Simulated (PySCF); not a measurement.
```xyz
18
charge 0, multiplicity 1
C     2.0498    0.5128   -1.0584
C     0.9840    0.3280   -0.0241
C     0.6800   -0.8430    0.5735
C    -0.3865   -1.0929    1.5629
Al   -2.0028   -1.8356    0.6086
N    -2.0177   -0.4764   -0.9289
H     2.5051   -0.4492   -1.3390
H     1.6640    0.9823   -1.9801
H     2.8573    1.1708   -0.6933
H     0.4725    1.2388    0.3228
H     1.2366   -1.7301    0.2348
H    -0.6833   -0.1706    2.0918
H    -0.0696   -1.8309    2.3183
H    -1.7565   -3.2011   -0.2035
H    -3.4300   -1.5954    1.3049
H    -1.0406   -0.1431   -0.9857
H    -2.6213    0.3304   -0.7702
H    -2.2683   -0.8827   -1.8299
```

Work out the structure from the coordinates.

The molecule is C4H12AlN. As SMILES it reads `C/C=C/[CH2][AlH2-][NH3+]`. Among its groups: alkene. This geometry has C1 symmetry. Coordination: 2 C tetrahedral; 2 C trigonal planar; 1 Al tetrahedral; 1 N tetrahedral.

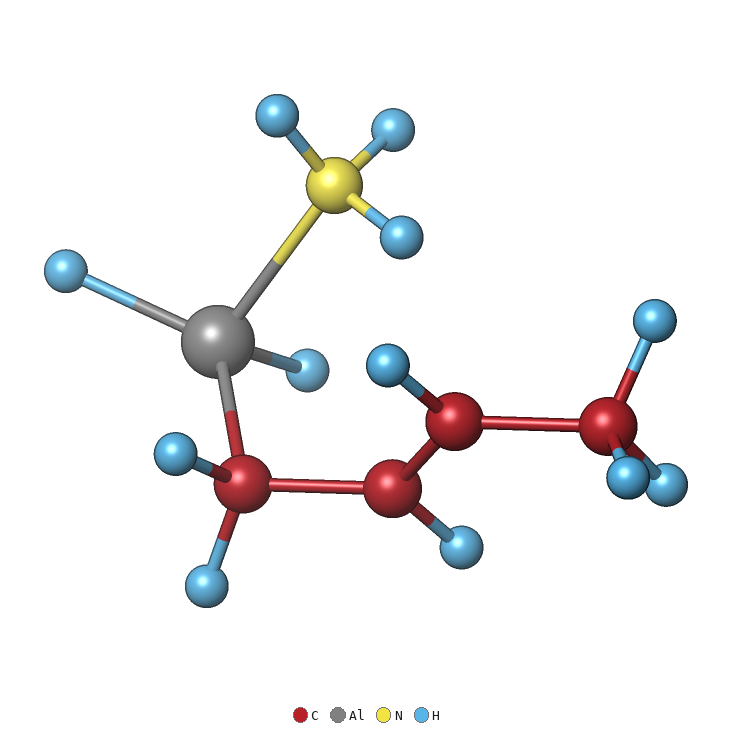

The picture comes from a calculation with PySCF.
